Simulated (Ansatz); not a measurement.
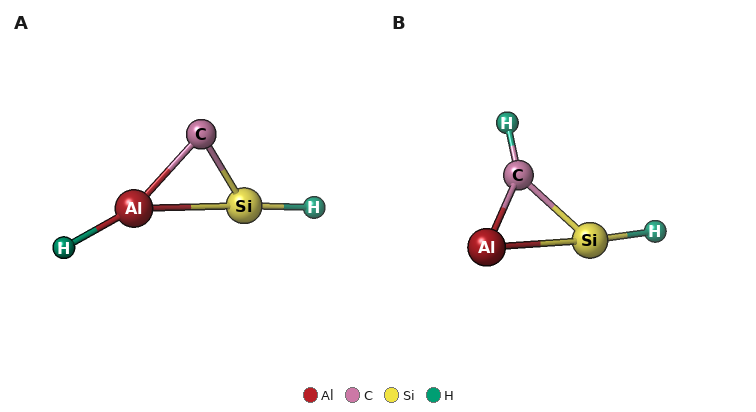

2 stationary structures of one formula. Charge 0, doublet. Geometries: PBE0-D4/def2-TZVP. Electronic energies: B3LYP-D4/def2-TZVPP (Ansatz 0.2.0), without zero-point energy. No frequency run is at hand to confirm each as a minimum.

Which structure is the most stable?

Answer. B is lowest (Cs); A lies 1.232 eV above it (Cs).
